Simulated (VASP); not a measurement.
Band structure of Al3InSb4 (ordered alloy cell). These are PBE GGA, VASP's PBE PAW potentials (set 64) (plane waves; VASP 6.6.1) values and carry that method's errors.

Unless said otherwise, spin-orbit coupling is left out, though it shifts the bands of the heavy elements here.

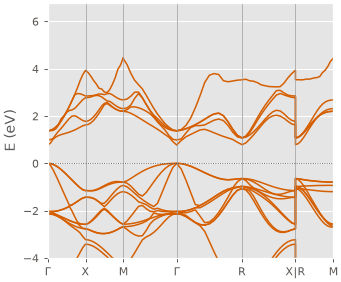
Figure: Bands along high-symmetry lines, zero at the valence-band maximum or, without a gap, the Fermi level

**Question.** Read the plot: is there a gap, and where are the band edges?

**Answer.** The gap is direct, 0.77 eV, from the valence maximum at Γ to the conduction minimum at Γ. (Edges off the drawn lines would not show.)

The structure was generated: Al3InSb4 was put into an ordered model structure (P-43m), which need not be its known phase. It was relaxed first, which changed the volume by +5 %.
